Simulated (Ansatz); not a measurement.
The reference is AlP in the zinc blende structure (space group F-43m, No. 216; a = 5.5078 Å).

Now apply this change: the cell is scaled by 1.0141 in all directions, atoms relaxed at fixed cell.

Method: Ansatz (a program for electronic structure) PBE, no spin-orbit coupling.

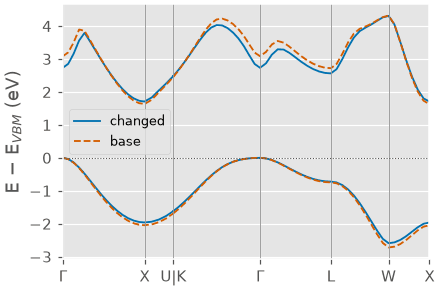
Figure: Highest valence and lowest conduction band along the path, each from its own valence-band maximum

Read the changed gap and its character from the plot.

About 1.7 eV, indirect, Γ → X.

The cells carry an imposed strain or load. Whether these cells are dynamically stable was not tested.
